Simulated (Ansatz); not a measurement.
## Electronic structure of C3H6O3 (SMILES COC(O)C=O) in real space

Input

```
crystal:
  periodic: [false, false, false]
  atoms:
    - { symbol: C, position_ang: [-0.8288, -1.1154, -1.2218] }
    - { symbol: O, position_ang: [-0.4574, 0.2008, -0.7673] }
    - { symbol: C, position_ang: [0.3835, 0.0967, 0.3357] }
    - { symbol: O, position_ang: [-0.1854, -0.4177, 1.4729] }
    - { symbol: C, position_ang: [0.9741, 1.4839, 0.6122] }
    - { symbol: O, position_ang: [0.8386, 2.0855, 1.7063] }
    - { symbol: H, position_ang: [-1.479, -0.9169, -2.1115] }
    - { symbol: H, position_ang: [-1.4318, -1.5704, -0.48] }
    - { symbol: H, position_ang: [-0.0125, -1.6646, -1.4803] }
    - { symbol: H, position_ang: [1.2695, -0.5507, 0.1332] }
    - { symbol: H, position_ang: [-0.93441, -1.03436, 1.19705] }
    - { symbol: H, position_ang: [1.5442, 1.9624, -0.1876] }
basis:
  gaussian: { orbitals: def2-SVP }
hamiltonian:
  xc: revpbe
  dispersion: d4
relax:
  f_tol: 0.015
  max_steps: 40
output:
  orbitals: {}
```

Command:

```sh
ansatz run input.yaml --threads 2 --pin off --max-ram 3072MiB --backend cpu --events-out ev --progress --plain --runs-dir out
```

The fields are those of the relaxed geometry.

The calculation used Ansatz 0.2.0, RKS revPBE-D4/def2-SVP.

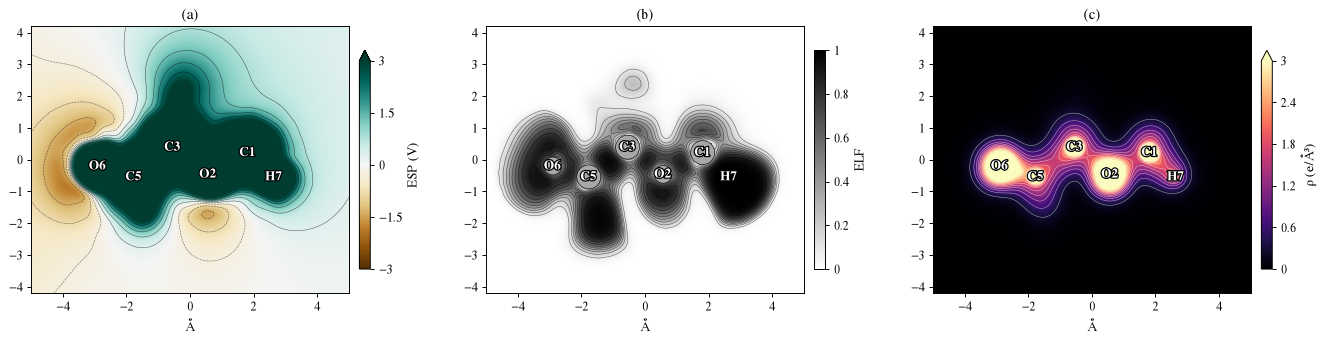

Figure 1. (a) electrostatic potential; (b) ELF; (c) electron density on the plane of atoms O2, C1 and H7. Grey discs cover the atomic cores in the ELF map.

Question: What do the fields say about this system?

Answer: The plane passes through C, O and H nuclei.
C–O (1.21 Å): the density is about 3.3 e/Å³ at the midpoint; the ELF peaks at about 0.85 between the atoms; a short, multiple covalent bond.
C–C (1.54 Å): the density is about 1.7 e/Å³ at the midpoint; the ELF peaks at about 0.95 between the atoms: a covalent bond.
C–H (1.11 Å): ρ at the midpoint is about 2 e/Å³; the ELF climbs to about 1 towards the hydrogen, as it does in any bond to H (a covalent bond by its length).
The ELF also peaks beside O2 and O6, away from the bonds: lone-pair regions.
Outside the dense part of the molecule the potential is most negative (−1.9 V) near O6.

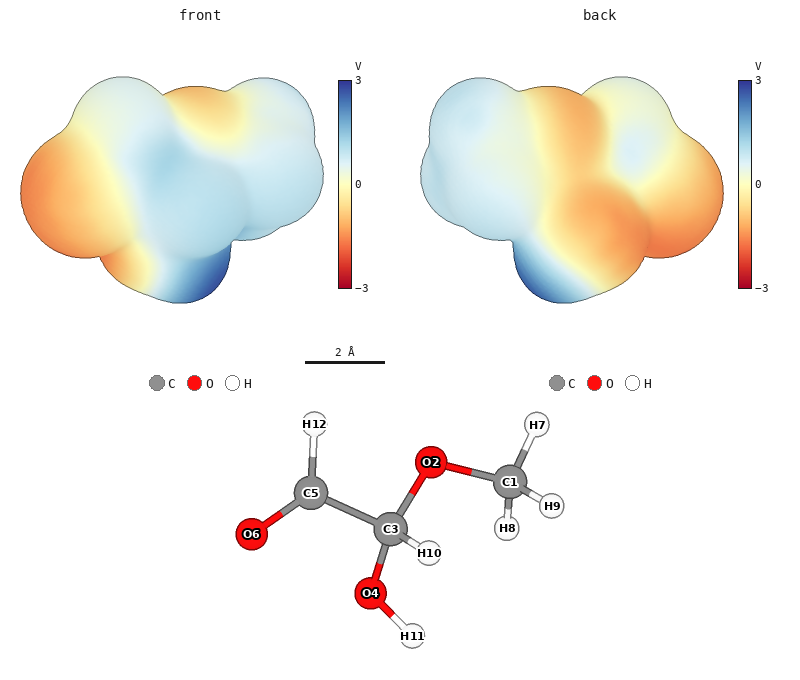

Figure 2. The electrostatic potential painted on the density surface at 0.002 e/bohr³, seen from the front and from behind; red is negative and blue positive. The bare structure is drawn below in the same view.

Question: Which sites attract a positive test charge, and which a negative one?

Answer: A positive charge is drawn to the negative regions and a negative charge to the positive ones. The most negative region (about −1.6 V) lies over O4 and O6, the most positive (about +2.6 V) over H11.

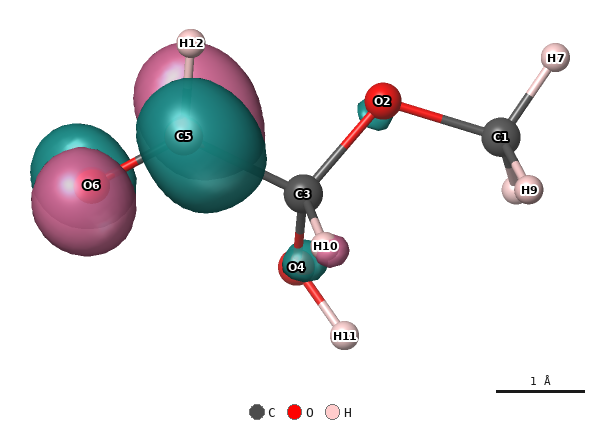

Figure 3. One frontier orbital at ±0.2 Å⁻³ᐟ² (teal and pink are the two phases), seen at a tilt.

Question: Which orbital is it: HOMO or LUMO?

Answer: The LUMO, at −2.04 eV. It lies mainly on C5 (about 45 %), O6 (about 35 %) and C3 (about 5 %); π-antibonding (π*) across C5–O6.

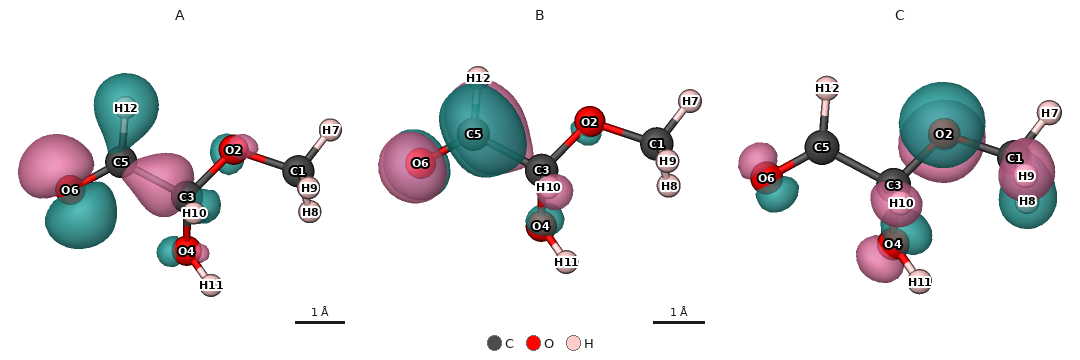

Figure 4. Three frontier orbitals at ±0.15 Å⁻³ᐟ² (teal and pink are the two phases), in no order.

Question: Which picture is the HOMO−1, the HOMO and the LUMO?

Answer: C is the HOMO−1 (−6.43 eV). Its weight (Hirshfeld) is mainly on O2 (about 55 %), C1 (about 10 %) and O4 (about 10 %). A is the HOMO (−5.70 eV). It lies mainly on O6 (about 60 %), C5 (about 15 %), C3 (about 10 %) and H12 (about 10 %). B is the LUMO (−2.04 eV). It lies mainly on C5 (about 45 %), O6 (about 35 %) and C3 (about 5 %); π-antibonding (π*) across C5–O6.

Question: What is the HOMO–LUMO gap?

Answer: 3.66 eV between the orbital energies.
